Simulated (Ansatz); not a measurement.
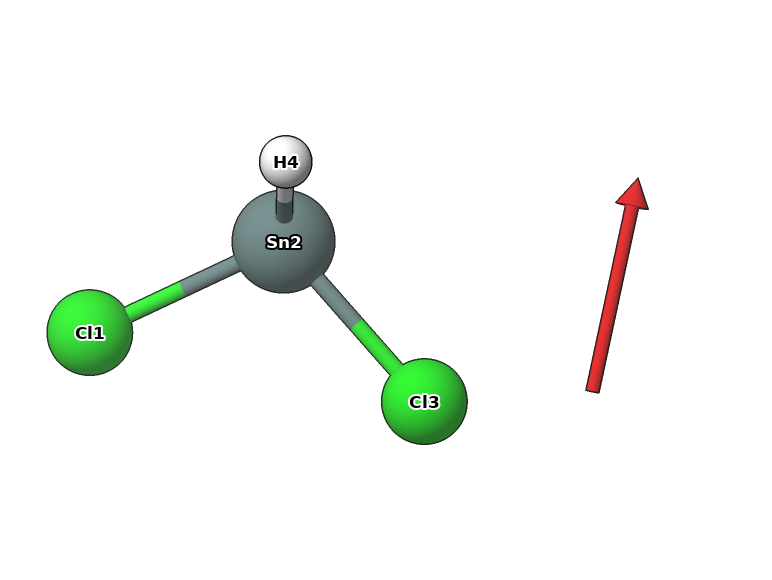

The arrow beside the molecule shows the direction of the dipole moment, from the negative to the positive end (its length means nothing). The species is neutral and a spin doublet. The computed structure is the end point of a PBE-D4/def2-SVP optimisation. No frequency run is at hand to confirm it as a minimum. Properties computed with UKS PBE-D4/def2-SVP, core potentials on Sn (Ansatz 0.2.0).

How large is the dipole moment?

Answer. 2.51 D; it points from the side of Cl1, Cl3 to the side of H4 (the outermost atoms at the two ends).
